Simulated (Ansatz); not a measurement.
## Molecular dynamics, with input and output: WH3Cl2F (part 3 of 3)

WH3Cl2F; RKS PBE-D4/def2-SVP (Ansatz 0.2.0). It belongs to a series of runs on one base structure; here: dynamics from the start.

Geometry of the input (Å):
```
W  0.0381  0.0000  0.3442
Cl -0.0309  0.0000  2.6926
Cl 2.2858  0.0000  0.1179
H  0.0236  1.3656  -0.6415
F  -1.8082  0.0000  0.1851
H  0.0236  -1.3656  -0.6415
H  0.0079  0.0000  -1.3867
```

What the program printed, continued:
```
md step   165: t =    82.50 fs  T =   886.7 K  F+E_penalty+E_count = -29617.00383802 eV  E_kin = 0.573045 eV  conserved = -29616.43079266 eV  (33 SCF iters, 17 dispersion substeps)
these checks for a lower state are left out or cut short: starts, cluster_reference, orbital_swaps, neighbouring_geometries, increment
1019 factors; their error is unknown
mean field evaluation 1344: about -29616.7879 eV, gradient 1.9e-1 eV
mean field -29616.78802162 eV, -1088.3968848147 hartree, gradient 1.6e-5 eV, S^2 0.000000; 0 other end points of the search recorded, 0 dependent functions left out
the calculation of the forces begins
reference -29616.78808705 eV, -1088.3968872190 hartree; 30, 30 occupied and 67, 67 virtual orbitals, 1019 factors
1019 factors; their error is unknown
mean field -29616.78802162 eV, -1088.3968848147 hartree, gradient 1.8e-5 eV, S^2 0.000000; 1 other end points of the search recorded, 0 dependent functions left out
the calculation of the forces begins
reference -29616.78808705 eV, -1088.3968872190 hartree; 30, 30 occupied and 67, 67 virtual orbitals, 1019 factors
md step   166: t =    83.00 fs  T =   860.0 K  F+E_penalty+E_count = -29616.98657996 eV  E_kin = 0.555834 eV  conserved = -29616.43074606 eV  (32 SCF iters, 17 dispersion substeps)
```

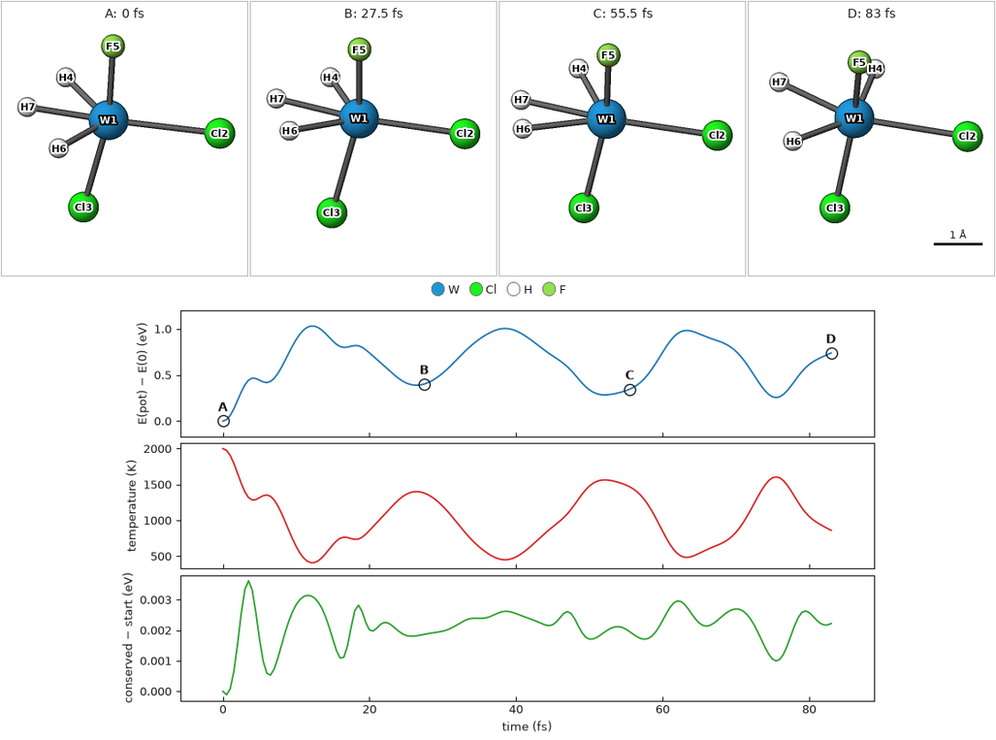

**Figure 1.** Frames of the molecular dynamics (ball-and-stick, seen at a tilt) above the curves, on which the letters mark them. The trajectory kept here has 167 frames over 83 fs. The temperature starts at 2000 K, ranges from 410 to 2000 K and averages 1069 K over the second half. The potential energy ends 0.739 eV above its first value. The conserved quantity stays within 0.0037 eV. After an unweighted best fit of the last frame on the first, the root-mean-square displacement is 0.45 Å, and H4 has moved furthest (0.79 Å).

```
Total energy: -29616.98664539 eV, -1088.4041841035 hartree
Atom 0 at     0.033585     0.070887     0.314280 Å, force    -1.363716    -0.819857     2.046892 eV/Å
Atom 1 at     0.046990     0.007413     2.717595 Å, force    -0.310631     0.245395    -0.727157 eV/Å
Atom 2 at     2.220674    -0.187585     0.200212 Å, force     0.796456    -0.146002    -0.323496 eV/Å
Atom 3 at    -0.020934     1.841611     0.633212 Å, force    -0.015877    -0.683212    -1.309145 eV/Å
Atom 4 at    -1.766893    -0.414681     0.219688 Å, force     0.295486     0.055217     0.550242 eV/Å
Atom 5 at    -0.024900    -1.126438    -0.920114 Å, force     0.304398     0.847610    -0.650123 eV/Å
Atom 6 at    -0.297496     0.508500    -1.349905 Å, force     0.293884     0.500849     0.412786 eV/Å
Dipole moment:     0.276390    -0.101857    -0.094594 e Å
```

Trajectory as extended XYZ (Å, eV, eV/Å), 14 of the 167 frames kept, from step=0 to step=166:
```
7
Properties=species:S:1:pos:R:3:forces:R:3 step=0 time_fs=0.0 energy=-29617.72557 temperature=2000.0
W     0.0381    0.0000    0.3442   -0.0071   0.0000   0.0152
Cl   -0.0309    0.0000    2.6926   -0.0074   0.0000  -0.0054
Cl    2.2858    0.0000    0.1179   -0.0009   0.0000  -0.0083
H     0.0236    1.3656   -0.6415    0.0012   0.0002  -0.0009
F    -1.8082    0.0000    0.1851    0.0019   0.0000   0.0116
H     0.0236   -1.3656   -0.6415    0.0012  -0.0002  -0.0009
H     0.0079    0.0000   -1.3867    0.0112   0.0000  -0.0112
7
Properties=species:S:1:pos:R:3:forces:R:3 step=13 time_fs=6.5 energy=-29617.29537 temperature=1335.2
W     0.0265    0.0025    0.3526    0.9617  -0.3023  -0.3934
Cl   -0.0277    0.0079    2.6656    0.2627  -0.1556   0.1959
Cl    2.3226   -0.0174    0.1052    0.0116   0.2189   0.6925
H     0.1006    1.2817   -0.7317    0.0703   0.7281  -0.0534
F    -1.8155   -0.0302    0.1910    0.0885  -0.1183  -0.5231
H     0.3500   -1.1790   -0.8623   -0.6573   0.1029   0.3183
H     0.4504    0.3404   -1.3135   -0.7375  -0.4737  -0.2367
7
Properties=species:S:1:pos:R:3:forces:R:3 step=26 time_fs=13.0 energy=-29616.71124 temperature=435.1
W     0.0171    0.0043    0.3604    1.7014   2.3458  -2.1253
Cl   -0.0217    0.0139    2.6410    0.3017  -0.4180   0.3570
Cl    2.3592   -0.0325    0.1000   -0.2560   0.1666   0.9453
H     0.2063    1.4988   -0.9034    0.0294  -1.6952   0.9560
F    -1.8209   -0.0626    0.1865    0.1261  -0.0907  -0.5660
H     0.4320   -0.9772   -0.9797   -0.7180  -0.3202   0.0618
H     0.5944    0.5328   -1.3305   -1.1848   0.0117   0.3712
7
Properties=species:S:1:pos:R:3:forces:R:3 step=38 time_fs=19.0 energy=-29616.92486 temperature=765.1
W     0.0115    0.0098    0.3641    1.6082   0.2237  -0.3878
Cl   -0.0133    0.0154    2.6221    0.2167  -0.4468   0.8335
Cl    2.3899   -0.0448    0.1042   -1.1680   0.0753   0.5206
H     0.2863    1.2894   -0.7384   -0.4032   2.0483   0.4921
F    -1.8234   -0.0938    0.1717    0.1880   0.1765  -0.4680
H     0.2613   -0.8983   -1.0556   -0.3256  -0.5845   0.0430
H     0.3664    0.6271   -1.2898   -0.1161  -1.4925  -1.0335
7
Properties=species:S:1:pos:R:3:forces:R:3 step=51 time_fs=25.5 energy=-29617.32647 temperature=1385.3
W     0.0091    0.0167    0.3659    1.8794   0.3414  -3.1127
Cl   -0.0018    0.0126    2.6111    0.0120  -0.1174   1.3501
Cl    2.4103   -0.0575    0.1145   -1.8736  -0.1088   0.1838
H     0.2255    1.5264   -0.4290   -0.4950  -0.2701   0.4407
F    -1.8226   -0.1242    0.1472    0.1297   0.2930   0.0955
H    -0.0387   -0.9868   -1.0920    0.2758   0.3013   0.5391
H     0.0341    0.3372   -1.4039    0.0718  -0.4396   0.5035
7
Properties=species:S:1:pos:R:3:forces:R:3 step=64 time_fs=32.0 energy=-29617.05201 temperature=961.2
W     0.0107    0.0241    0.3623    1.4351   0.2834  -0.4407
Cl    0.0097    0.0084    2.6150   -0.1771   0.2307   1.2100
Cl    2.4096   -0.0711    0.1271   -2.0116  -0.0771  -0.0666
H    -0.0006    1.7311   -0.0373   -0.0318  -1.0588  -0.3751
F    -1.8195   -0.1488    0.1248   -0.1538   0.0868   0.7730
H    -0.2360   -1.0126   -0.9786    0.5960  -0.3113  -0.5649
H    -0.2699   -0.0968   -1.4032    0.3433   0.8463  -0.5356
7
Properties=species:S:1:pos:R:3:forces:R:3 step=77 time_fs=38.5 energy=-29616.72103 temperature=449.8
W     0.0154    0.0314    0.3569    0.7479  -2.3526  -0.0523
Cl    0.0194    0.0066    2.6323   -0.2269   0.3496   0.5672
Cl    2.3862   -0.0856    0.1390   -1.7367   0.0813  -0.1794
H    -0.2536    1.6335    0.2167    0.2074   0.9304  -1.0188
F    -1.8188   -0.1718    0.1182   -0.0033  -0.2595   0.9872
H    -0.2110   -1.0848   -1.0357    0.2758   0.7304  -0.5382
H    -0.4295   -0.2550   -1.5347    0.7358   0.5203   0.2343
7
Properties=species:S:1:pos:R:3:forces:R:3 step=89 time_fs=44.5 energy=-29616.99142 temperature=867.4
W     0.0211    0.0347    0.3520   -0.3222  -0.2922  -0.3623
Cl    0.0261    0.0084    2.6542   -0.1860   0.2275  -0.0026
Cl    2.3471   -0.0982    0.1483   -1.1749   0.1452  -0.2335
H    -0.3941    1.7082    0.1235    0.7322  -0.7065  -0.4559
F    -1.8179   -0.1976    0.1299    0.4336  -0.4363   0.5446
H    -0.0863   -0.9647   -1.2650    0.0331   0.3673   0.3090
H    -0.3357   -0.1832   -1.6190    0.4841   0.6949   0.2008
7
Properties=species:S:1:pos:R:3:forces:R:3 step=102 time_fs=51.0 energy=-29617.42857 temperature=1543.2
W     0.0268    0.0372    0.3458   -0.5775  -0.2238  -0.8098
Cl    0.0313    0.0127    2.6780   -0.1308   0.0083  -0.4175
Cl    2.2922   -0.1103    0.1558   -0.2370   0.1589  -0.1840
H    -0.2928    1.6080   -0.1558    0.4340   0.1050  -0.0135
F    -1.8086   -0.2338    0.1537    0.4887  -0.2106   0.1041
H     0.0724   -0.7280   -1.4033   -0.1613   0.2929   0.5013
H    -0.0571    0.1805   -1.6217    0.1839  -0.1307   0.8194
7
Properties=species:S:1:pos:R:3:forces:R:3 step=115 time_fs=57.5 energy=-29617.26614 temperature=1291.8
W     0.0312    0.0395    0.3382   -0.6254   0.9924   0.1948
Cl    0.0350    0.0170    2.6973   -0.0352  -0.2736  -0.5226
Cl    2.2350   -0.1208    0.1613    1.1352   0.0210   0.0294
H    -0.0168    1.5417   -0.4426    0.0052   0.4646   0.6057
F    -1.7897   -0.2744    0.1796    0.0414   0.0758  -0.3031
H     0.1976   -0.4832   -1.3487   -0.0918  -0.6621  -0.1299
H     0.2551    0.5641   -1.3655   -0.4295  -0.6181   0.1258
7
Properties=species:S:1:pos:R:3:forces:R:3 step=128 time_fs=64.0 energy=-29616.75097 temperature=495.9
W     0.0342    0.0437    0.3312   -0.9291   1.8330   0.8693
Cl    0.0384    0.0184    2.7108    0.0276  -0.3830  -0.4714
Cl    2.1910   -0.1312    0.1672    2.5511  -0.3021   0.3200
H     0.2535    1.6314   -0.4866   -0.4399  -0.3773   1.0683
F    -1.7702   -0.3140    0.1995   -0.4965   0.0836  -0.4444
H     0.2707   -0.4609   -1.3180   -0.3043  -0.7678   0.0269
H     0.4398    0.7515   -1.1388   -0.4088  -0.0864  -1.3687
7
Properties=species:S:1:pos:R:3:forces:R:3 step=140 time_fs=70.0 energy=-29616.96781 temperature=831.7
W     0.0353    0.0510    0.3259   -0.2671   1.1450  -1.4525
Cl    0.0416    0.0160    2.7183   -0.0179  -0.2286  -0.5592
Cl    2.1750   -0.1437    0.1757    2.7312  -0.5494   0.3500
H     0.3573    1.6286   -0.1803   -0.6143   0.4512   0.4859
F    -1.7607   -0.3488    0.2099   -0.6126   0.1502  -0.3033
H     0.2375   -0.7031   -1.2723   -0.3390   0.0419   0.7502
H     0.4362    0.8444   -1.2867   -0.8803  -1.0103   0.7290
7
Properties=species:S:1:pos:R:3:forces:R:3 step=153 time_fs=76.5 energy=-29617.43570 temperature=1553.4
W     0.0355    0.0611    0.3182   -1.1411  -0.2324   2.1151
Cl    0.0449    0.0111    2.7206   -0.0866   0.1315  -0.4067
Cl    2.1870   -0.1631    0.1883    1.9195  -0.4701  -0.0722
H     0.2466    1.7511    0.3261   -0.4091  -0.1479  -0.5193
F    -1.7620   -0.3834    0.2151   -0.1626   0.1677  -0.0667
H     0.0899   -0.9654   -1.0080    0.1148   0.1969  -0.5948
H     0.1322    0.6349   -1.2606   -0.2350   0.3543  -0.4553
7
Properties=species:S:1:pos:R:3:forces:R:3 step=166 time_fs=83.0 energy=-29616.98658 temperature=860.0
W     0.0336    0.0709    0.3143   -1.3637  -0.8199   2.0469
Cl    0.0470    0.0074    2.7176   -0.3106   0.2454  -0.7272
Cl    2.2207   -0.1876    0.2002    0.7965  -0.1460  -0.3235
H    -0.0209    1.8416    0.6332   -0.0159  -0.6832  -1.3091
F    -1.7669   -0.4147    0.2197    0.2955   0.0552   0.5502
H    -0.0249   -1.1264   -0.9201    0.3044   0.8476  -0.6501
H    -0.2975    0.5085   -1.3499    0.2939   0.5008   0.4128
```
